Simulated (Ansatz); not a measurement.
# Abstraction of H: GeH2(CH3)(SeH) + MgSH → GeH(CH3)(SeH) + MgH(SH)

Species: GeH2(CH3)(SeH), singlet; MgSH `[Mg][SH]`, doublet; GeH(CH3)(SeH), doublet; MgH(SH), singlet. A radical takes H: the energy is the difference in strength between the Ge–H bond broken and the Mg–H bond made.

Shapes, held fixed at every level: PBE0-D4/def2-TZVP. Flexible molecules stand in one conformer, not always the lowest. Programs: Ansatz 0.2.0. The zero-point and thermal change to 298 K, harmonic and unscaled (PBE0-D4/def2-TZVP), is -7.7 kJ/mol.

```
               level                    kind  ΔH(298 K) (kJ/mol)  less CCSD(T)/def2-TZVPP
        MP2/def2-SVP     perturbation theory               +67.2                     +5.7
       HF/def2-TZVPP            Hartree–Fock               +66.0                     +4.5
   PBE-D4/def2-TZVPP                     GGA               +52.6                     -8.9
r2SCAN-D4/def2-TZVPP                meta-GGA               +53.8                     -7.7
  PBE0-D4/def2-TZVPP           global hybrid               +59.6                     -1.9
  wB97X-V/def2-TZVPP  range-separated hybrid               +53.6                     -7.9
     CCSD/def2-TZVPP   coupled cluster or CI               +61.4                     -0.1
  CCSD(T)/def2-TZVPP   coupled cluster or CI               +61.5                      0.0
```

The highest level, CCSD(T)/def2-TZVPP, gives ΔH(298 K) = +61.5 kJ/mol; the levels span +52.6 to +67.2. The column of differences is taken from that level and isn't an error. No measured value is set beside it here. Open shells run unrestricted. Relativity is left out for Ge, Se. Outer-core shells of Ge, Mg, Se are correlated, in sets that cover them unevenly.

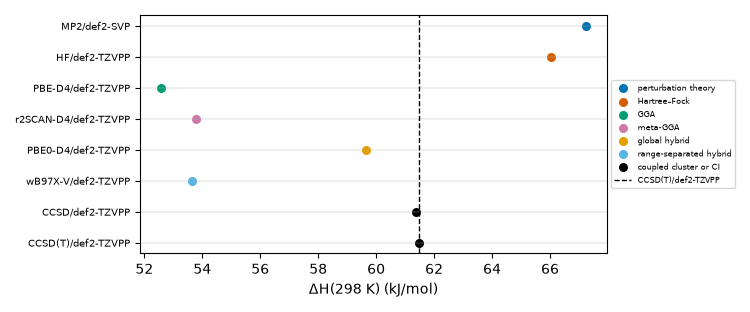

The values of the table, level by level.
